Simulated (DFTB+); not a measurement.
Geometry relaxation, with input and output: Si2SbH6OF (part 2 of 3)

Continued. System: Si2SbH6OF. Method: GFN2-xTB, R-SCC, dispersion built in (DFTB+ 25.1). The geometry: force field.

Geometry of the input (Å):
```
O  0.0043  1.0109  2.1420
Sb -0.2111  -0.9620  2.0209
F  1.6645  -1.1457  1.4378
Si -0.9131  -0.8263  -0.3745
Si 0.3383  0.5449  -1.5315
H  0.5397  1.2315  2.9123
H  -0.9007  -2.1739  -0.9710
H  -2.3314  -0.3218  -0.4178
H  0.2809  1.9068  -0.8642
H  1.7212  0.0554  -1.4439
H  -0.1273  0.6232  -2.8896
```

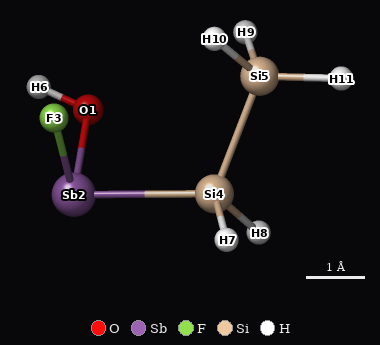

Figure 1. The structure as given in the input (ball-and-stick view, seen at a tilt; atoms are numbered from 1 in the order of the input). Sticks mark near contacts.

**What the program printed, continued**
```
 iSCC Total electronic   Diff electronic      SCC error
    1   -0.17663410E+02    0.00000000E+00    0.36794456E-01
    2   -0.17663473E+02    0.29745118E-04    0.30947244E-01
    3   -0.17663568E+02   -0.63022914E-04    0.27689620E-01
    4   -0.17663801E+02   -0.95356089E-04    0.14638098E-01
    5   -0.17663889E+02   -0.23301993E-03    0.50610340E-02
    6   -0.17663888E+02   -0.87815311E-04    0.16618568E-02
    7   -0.17663891E+02    0.72116188E-06    0.45654090E-03
    8   -0.17663889E+02   -0.25827050E-05    0.25435426E-03
    9   -0.17663889E+02    0.14456525E-05    0.19075253E-03
   10   -0.17663891E+02    0.80898729E-07    0.51772343E-04
   11   -0.17663892E+02   -0.21035033E-05    0.25912025E-04
   12   -0.17663892E+02   -0.28140381E-06    0.19751888E-04
   13   -0.17663892E+02   -0.11396595E-06    0.56222505E-05

Total Energy:                      -17.6037936209 H         -479.0236 eV
Extrapolated to 0K:                -17.6037936209 H         -479.0236 eV
Total Mermin free energy:          -17.6037936209 H         -479.0236 eV
Force related energy:              -17.6037936209 H         -479.0236 eV

total energy  -1.7603794E+01 H       energy change -6.8086994E-04 H
gradient norm  1.7446614E-02 H/a0    max. gradient  7.4855677E-03 H/a0
step length    1.2322393E-01 a0      max. step      4.2225855E-02 a0

--------------------------------------------------------------------------------

***  Geometry step: 10

 iSCC Total electronic   Diff electronic      SCC error
    1   -0.17664955E+02    0.00000000E+00    0.27335375E-01
    2   -0.17665010E+02   -0.10626760E-02    0.23973891E-01
    3   -0.17665093E+02   -0.55265005E-04    0.24587802E-01
    4   -0.17665305E+02   -0.83340569E-04    0.91924066E-02
    5   -0.17665360E+02   -0.21135933E-03    0.20820178E-02
    6   -0.17665354E+02   -0.55650845E-04    0.12264521E-02
    7   -0.17665352E+02    0.58236846E-05    0.36119490E-03
    8   -0.17665350E+02    0.25546898E-05    0.22479468E-03
    9   -0.17665350E+02    0.15139763E-05    0.16290312E-03
   10   -0.17665351E+02    0.26511400E-06    0.61452892E-04
   11   -0.17665351E+02   -0.52452360E-06    0.20519408E-04
   12   -0.17665351E+02   -0.73915183E-06    0.98055144E-05

Total Energy:                      -17.6042643788 H         -479.0364 eV
Extrapolated to 0K:                -17.6042643788 H         -479.0364 eV
Total Mermin free energy:          -17.6042643788 H         -479.0364 eV
Force related energy:              -17.6042643788 H         -479.0364 eV

total energy  -1.7604264E+01 H       energy change -4.7075786E-04 H
gradient norm  1.1987468E-02 H/a0    max. gradient  5.5984962E-03 H/a0
step length    9.3483264E-02 a0      max. step      3.3130861E-02 a0

--------------------------------------------------------------------------------

***  Geometry step: 11

 iSCC Total electronic   Diff electronic      SCC error
    1   -0.17666767E+02    0.00000000E+00    0.12087299E-01
    2   -0.17666802E+02   -0.14158679E-02    0.10368450E-01
    3   -0.17666891E+02   -0.35066795E-04    0.84469622E-02
    4   -0.17666949E+02   -0.89099029E-04    0.24704013E-02
    5   -0.17666952E+02   -0.57530715E-04    0.17078683E-02
    6   -0.17666944E+02   -0.30960919E-05    0.41886788E-03
    7   -0.17666943E+02    0.85946193E-05    0.22779857E-03
    8   -0.17666942E+02    0.98497703E-06    0.96621145E-04
    9   -0.17666941E+02    0.91523887E-06    0.38887457E-04
   10   -0.17666941E+02    0.23496441E-06    0.25014434E-04
   11   -0.17666942E+02   -0.11036239E-06    0.76003213E-05

Total Energy:                      -17.6044700031 H         -479.0420 eV
Extrapolated to 0K:                -17.6044700031 H         -479.0420 eV
Total Mermin free energy:          -17.6044700031 H         -479.0420 eV
Force related energy:              -17.6044700031 H         -479.0420 eV

total energy  -1.7604470E+01 H       energy change -2.0562430E-04 H
gradient norm  7.2302617E-03 H/a0    max. gradient  4.0044638E-03 H/a0
step length    4.5389565E-02 a0      max. step      1.5644187E-02 a0

--------------------------------------------------------------------------------

***  Geometry step: 12

 iSCC Total electronic   Diff electronic      SCC error
    1   -0.17667707E+02    0.00000000E+00    0.64535214E-02
    2   -0.17667731E+02   -0.76533264E-03    0.56477580E-02
    3   -0.17667737E+02   -0.23493639E-04    0.60054692E-02
    4   -0.17667750E+02   -0.66692946E-05    0.50299540E-02
    5   -0.17667757E+02   -0.12922820E-04    0.17153544E-02
    6   -0.17667756E+02   -0.69928907E-05    0.40433540E-03
    7   -0.17667755E+02    0.12189018E-05    0.13578262E-03
    8   -0.17667755E+02    0.50961945E-06    0.63427840E-04
    9   -0.17667755E+02    0.29868210E-06    0.41579830E-04
   10   -0.17667755E+02    0.91596956E-07    0.21300238E-04
   11   -0.17667755E+02   -0.47568914E-07    0.39193994E-05

Total Energy:                      -17.6045434930 H         -479.0440 eV
Extrapolated to 0K:                -17.6045434930 H         -479.0440 eV
Total Mermin free energy:          -17.6045434930 H         -479.0440 eV
Force related energy:              -17.6045434930 H         -479.0440 eV

total energy  -1.7604543E+01 H       energy change -7.3489911E-05 H
gradient norm  6.2054095E-03 H/a0    max. gradient  2.9581214E-03 H/a0
step length    1.9348199E-02 a0      max. step      6.4309393E-03 a0

--------------------------------------------------------------------------------

***  Geometry step: 13

 iSCC Total electronic   Diff electronic      SCC error
    1   -0.17668413E+02    0.00000000E+00    0.97692466E-02
    2   -0.17668443E+02   -0.65841116E-03    0.86775055E-02
    3   -0.17668450E+02   -0.29667966E-04    0.93998874E-02
    4   -0.17668462E+02   -0.66184822E-05    0.74472091E-02
    5   -0.17668467E+02   -0.12238637E-04    0.20185157E-02
    6   -0.17668466E+02   -0.47558768E-05    0.12029596E-02
    7   -0.17668465E+02    0.44108355E-06    0.20765739E-03
    8   -0.17668464E+02    0.12880223E-05    0.98054861E-04
    9   -0.17668464E+02    0.55983018E-06    0.48820914E-04
   10   -0.17668465E+02    0.33432570E-07    0.35043973E-04
   11   -0.17668465E+02   -0.12697473E-06    0.59829633E-05

Total Energy:                      -17.6046139731 H         -479.0459 eV
Extrapolated to 0K:                -17.6046139731 H         -479.0459 eV
Total Mermin free energy:          -17.6046139731 H         -479.0459 eV
Force related energy:              -17.6046139731 H         -479.0459 eV

total energy  -1.7604614E+01 H       energy change -7.0480129E-05 H
gradient norm  5.9700018E-03 H/a0    max. gradient  3.2227297E-03 H/a0
step length    2.2064830E-02 a0      max. step      9.2857078E-03 a0

--------------------------------------------------------------------------------

***  Geometry step: 14

 iSCC Total electronic   Diff electronic      SCC error
    1   -0.17669139E+02    0.00000000E+00    0.15210860E-01
    2   -0.17669181E+02   -0.67494714E-03    0.14740701E-01
    3   -0.17669193E+02   -0.41714902E-04    0.15394812E-01
    4   -0.17669226E+02   -0.12199496E-04    0.96044845E-02
    5   -0.17669229E+02   -0.32114031E-04    0.24050833E-02
    6   -0.17669229E+02   -0.39469886E-05    0.16004012E-02
    7   -0.17669227E+02   -0.12324104E-07    0.32232147E-03
    8   -0.17669225E+02    0.26577095E-05    0.13789485E-03
    9   -0.17669225E+02    0.14212438E-05    0.55723486E-04
   10   -0.17669226E+02    0.25386569E-07    0.46612456E-04
   11   -0.17669226E+02   -0.23137722E-06    0.89473049E-05

Total Energy:                      -17.6046955803 H         -479.0481 eV
Extrapolated to 0K:                -17.6046955803 H         -479.0481 eV
Total Mermin free energy:          -17.6046955803 H         -479.0481 eV
Force related energy:              -17.6046955803 H         -479.0481 eV

total energy  -1.7604696E+01 H       energy change -8.1607166E-05 H
gradient norm  5.4683946E-03 H/a0    max. gradient  3.2717602E-03 H/a0
step length    3.2357052E-02 a0      max. step      1.2733313E-02 a0

--------------------------------------------------------------------------------

***  Geometry step: 15

 iSCC Total electronic   Diff electronic      SCC error
    1   -0.17669591E+02    0.00000000E+00    0.14724337E-01
    2   -0.17669622E+02   -0.36477296E-03    0.13940846E-01
    3   -0.17669642E+02   -0.31883721E-04    0.13405154E-01
    4   -0.17669683E+02   -0.19542638E-04    0.57184408E-02
    5   -0.17669678E+02   -0.40918502E-04    0.15155985E-02
    6   -0.17669678E+02    0.50011428E-05    0.10153251E-02
    7   -0.17669675E+02    0.25984481E-06    0.32580398E-03
    8   -0.17669674E+02    0.23426132E-05    0.83712873E-04
    9   -0.17669674E+02    0.16518723E-05    0.41090843E-04
   10   -0.17669674E+02   -0.61055708E-07    0.44204242E-04
   11   -0.17669674E+02   -0.27551291E-06    0.74239660E-05

Total Energy:                      -17.6047522270 H         -479.0497 eV
Extrapolated to 0K:                -17.6047522270 H         -479.0497 eV
Total Mermin free energy:          -17.6047522270 H         -479.0497 eV
Force related energy:              -17.6047522270 H         -479.0497 eV

total energy  -1.7604752E+01 H       energy change -5.6646766E-05 H
gradient norm  4.6571734E-03 H/a0    max. gradient  1.8217494E-03 H/a0
step length    2.9401512E-02 a0      max. step      1.2063395E-02 a0

--------------------------------------------------------------------------------

***  Geometry step: 16

 iSCC Total electronic   Diff electronic      SCC error
    1   -0.17669750E+02    0.00000000E+00    0.95126588E-02
    2   -0.17669768E+02   -0.75703805E-04    0.82508509E-02
    3   -0.17669798E+02   -0.17851399E-04    0.57583044E-02
    4   -0.17669818E+02   -0.30493318E-04    0.20833008E-02
    5   -0.17669809E+02   -0.19511108E-04    0.67759357E-03
    6   -0.17669807E+02    0.89338850E-05    0.26795901E-03
    7   -0.17669807E+02    0.21530005E-05    0.21480253E-03
    8   -0.17669807E+02   -0.29126442E-06    0.57105596E-04
    9   -0.17669807E+02   -0.15496227E-06    0.27102446E-04
   10   -0.17669807E+02   -0.11677846E-06    0.10371571E-04
   11   -0.17669807E+02   -0.13058185E-06    0.41312487E-05

Total Energy:                      -17.6047872617 H         -479.0506 eV
Extrapolated to 0K:                -17.6047872617 H         -479.0506 eV
Total Mermin free energy:          -17.6047872617 H         -479.0506 eV
Force related energy:              -17.6047872617 H         -479.0506 eV

total energy  -1.7604787E+01 H       energy change -3.5034670E-05 H
gradient norm  4.3818120E-03 H/a0    max. gradient  1.7262102E-03 H/a0
step length    2.0453170E-02 a0      max. step      9.1111638E-03 a0

--------------------------------------------------------------------------------

***  Geometry step: 17

 iSCC Total electronic   Diff electronic      SCC error
    1   -0.17669747E+02    0.00000000E+00    0.85197227E-02
    2   -0.17669763E+02    0.60555075E-04    0.66110700E-02
    3   -0.17669783E+02   -0.16339098E-04    0.63853397E-02
    4   -0.17669799E+02   -0.19846048E-04    0.31901642E-02
    5   -0.17669802E+02   -0.16571686E-04    0.57204849E-03
    6   -0.17669802E+02   -0.21693682E-05    0.76677908E-03
    7   -0.17669800E+02   -0.58572856E-06    0.15558290E-03
    8   -0.17669800E+02    0.18985077E-05    0.73374143E-04
    9   -0.17669801E+02   -0.75078084E-07    0.18990448E-04
   10   -0.17669801E+02   -0.31110218E-06    0.71879070E-05

Total Energy:                      -17.6048249559 H         -479.0517 eV
Extrapolated to 0K:                -17.6048249559 H         -479.0517 eV
Total Mermin free energy:          -17.6048249559 H         -479.0517 eV
Force related energy:              -17.6048249559 H         -479.0517 eV

total energy  -1.7604825E+01 H       energy change -3.7694148E-05 H
gradient norm  4.6309425E-03 H/a0    max. gradient  2.2474213E-03 H/a0
step length    2.1741690E-02 a0      max. step      1.0507346E-02 a0

--------------------------------------------------------------------------------

***  Geometry step: 18

 iSCC Total electronic   Diff electronic      SCC error
    1   -0.17669603E+02    0.00000000E+00    0.13884926E-01
    2   -0.17669627E+02    0.19740379E-03    0.10927938E-01
    3   -0.17669648E+02   -0.23883656E-04    0.70168336E-02
    4   -0.17669665E+02   -0.20499289E-04    0.44681512E-02
    5   -0.17669670E+02   -0.17879071E-04    0.10350783E-02
    6   -0.17669672E+02   -0.47030650E-05    0.95978295E-03
    7   -0.17669673E+02   -0.17547031E-05    0.59621471E-03
    8   -0.17669672E+02   -0.85458822E-06    0.11790472E-03
    9   -0.17669672E+02    0.35460387E-06    0.41694892E-04
   10   -0.17669673E+02   -0.63335449E-07    0.25360556E-04
   11   -0.17669672E+02   -0.10620623E-06    0.83098376E-05

Total Energy:                      -17.6048790789 H         -479.0531 eV
Extrapolated to 0K:                -17.6048790789 H         -479.0531 eV
Total Mermin free energy:          -17.6048790789 H         -479.0531 eV
Force related energy:              -17.6048790789 H         -479.0531 eV

total energy  -1.7604879E+01 H       energy change -5.4123008E-05 H
gradient norm  5.1003692E-03 H/a0    max. gradient  2.8865406E-03 H/a0
step length    3.3525385E-02 a0      max. step      1.7009494E-02 a0

--------------------------------------------------------------------------------

***  Geometry step: 19

 iSCC Total electronic   Diff electronic      SCC error
    1   -0.17669363E+02    0.00000000E+00    0.17120932E-01
    2   -0.17669393E+02    0.30888653E-03    0.13798024E-01
    3   -0.17669411E+02   -0.29758497E-04    0.70274667E-02
    4   -0.17669424E+02   -0.17992590E-04    0.36758134E-02
    5   -0.17669426E+02   -0.13068201E-04    0.13400063E-02
    6   -0.17669430E+02   -0.19883369E-05    0.90968932E-03
    7   -0.17669435E+02   -0.41140171E-05    0.24983775E-03
    8   -0.17669435E+02   -0.43739901E-05    0.14952258E-03
    9   -0.17669434E+02    0.19908367E-07    0.40523865E-04
   10   -0.17669434E+02    0.27520196E-06    0.14673468E-04
   11   -0.17669434E+02    0.43965844E-06    0.50505315E-05

Total Energy:                      -17.6049380508 H         -479.0547 eV
Extrapolated to 0K:                -17.6049380508 H         -479.0547 eV
Total Mermin free energy:          -17.6049380508 H         -479.0547 eV
Force related energy:              -17.6049380508 H         -479.0547 eV

total energy  -1.7604938E+01 H       energy change -5.8971974E-05 H
gradient norm  4.8221535E-03 H/a0    max. gradient  3.1754553E-03 H/a0
step length    4.2496658E-02 a0      max. step      2.1916699E-02 a0

--------------------------------------------------------------------------------

***  Geometry step: 20

 iSCC Total electronic   Diff electronic      SCC error
    1   -0.17669193E+02    0.00000000E+00    0.19832451E-01
    2   -0.17669215E+02    0.24126842E-03    0.14410334E-01
    3   -0.17669219E+02   -0.22543242E-04    0.49914429E-02
    4   -0.17669222E+02   -0.36102777E-05    0.15569843E-02
    5   -0.17669223E+02   -0.33952550E-05    0.10092979E-02
    6   -0.17669231E+02   -0.77181597E-06    0.25659104E-03
    7   -0.17669232E+02   -0.77117062E-05    0.10872988E-03
    8   -0.17669233E+02   -0.14319023E-05    0.76468412E-04
    9   -0.17669233E+02   -0.74076713E-06    0.66315880E-04
   10   -0.17669232E+02   -0.18547609E-06    0.13777201E-04
   11   -0.17669232E+02    0.64535615E-06    0.56199074E-05

Total Energy:                      -17.6049778325 H         -479.0558 eV
Extrapolated to 0K:                -17.6049778325 H         -479.0558 eV
Total Mermin free energy:          -17.6049778325 H         -479.0558 eV
Force related energy:              -17.6049778325 H         -479.0558 eV

total energy  -1.7604978E+01 H       energy change -3.9781696E-05 H
gradient norm  3.3820595E-03 H/a0    max. gradient  1.9744380E-03 H/a0
step length    3.3647465E-02 a0      max. step      1.7128606E-02 a0

--------------------------------------------------------------------------------

***  Geometry step: 21

 iSCC Total electronic   Diff electronic      SCC error
    1   -0.17669190E+02    0.00000000E+00    0.10367621E-01
    2   -0.17669196E+02    0.41881069E-04    0.75978471E-02
    3   -0.17669187E+02   -0.54761435E-05    0.46266177E-02
    4   -0.17669181E+02    0.86369833E-05    0.20579399E-02
    5   -0.17669181E+02    0.61026061E-05    0.75525537E-03
    6   -0.17669183E+02    0.38198355E-06    0.38933401E-03
    7   -0.17669185E+02   -0.20623603E-05    0.87509500E-04
    8   -0.17669186E+02   -0.20022577E-05    0.26868086E-04
    9   -0.17669186E+02   -0.83446674E-06    0.19763433E-04
   10   -0.17669186E+02   -0.15533517E-06    0.81697734E-05

Total Energy:                      -17.6049936257 H         -479.0563 eV
Extrapolated to 0K:                -17.6049936257 H         -479.0563 eV
Total Mermin free energy:          -17.6049936257 H         -479.0563 eV
Force related energy:              -17.6049936257 H         -479.0563 eV

total energy  -1.7604994E+01 H       energy change -1.5793145E-05 H
gradient norm  2.0410796E-03 H/a0    max. gradient  7.7147426E-04 H/a0
step length    1.3291512E-02 a0      max. step      5.8585712E-03 a0

Geometry converged

--------------------------------------------------------------------------------
--------------------------------------------------------------------------------
Pre-SCC initialisation                 +       0.05 (  9.0%)       0.05 (  5.5%)
SCC                                    +       0.41 ( 73.9%)       0.81 ( 84.5%)
Post-SCC processing                    +       0.09 ( 16.8%)       0.09 (  9.8%)
--------------------------------------------------------------------------------
Missing                                +       0.00 (  0.3%)       0.00 (  0.2%)
Total                                  =       0.55 (100.0%)       0.96 (100.0%)
--------------------------------------------------------------------------------
```

**File detailed.out**
```
Fermi distribution function

Geometry optimization step: 21

********************************************************************************
 iSCC Total electronic   Diff electronic      SCC error
   10   -0.17669186E+02   -0.15533517E-06    0.81697734E-05
********************************************************************************

 Total charge:    -0.00000000

 Atomic gross charges (e)
 Atom           Charge
    1      -0.55431018
    2       0.37817870
    3      -0.39995640
    4       0.35801180
    5       0.39640496
    6       0.28620984
    7      -0.10553478
    8      -0.10388236
    9      -0.07769906
   10      -0.07144179
   11      -0.10598072

Nr. of electrons (up):     32.00000000
Atom populations (up)
 Atom       Population
    1       6.55431018
    2       4.62182130
    3       7.39995640
    4       3.64198820
    5       3.60359504
    6       0.71379016
    7       1.10553478
    8       1.10388236
    9       1.07769906
   10       1.07144179
   11       1.10598072

l-shell populations (up)
 Atom Sh.   l       Population
    1   1   0       1.75196756
    1   2   1       4.80234262
    2   1   0       1.95738562
    2   2   1       2.26654586
    2   3   2       0.39788982
    3   1   0       1.82259331
    3   2   1       5.57736310
    4   1   0       1.44580074
    4   2   1       2.05741593
    4   3   2       0.13877153
    5   1   0       1.39968171
    5   2   1       1.99478668
    5   3   2       0.20912665
    6   1   0       0.71379016
    7   1   0       1.10553478
    8   1   0       1.10388236
    9   1   0       1.07769906
   10   1   0       1.07144179
   11   1   0       1.10598072
```
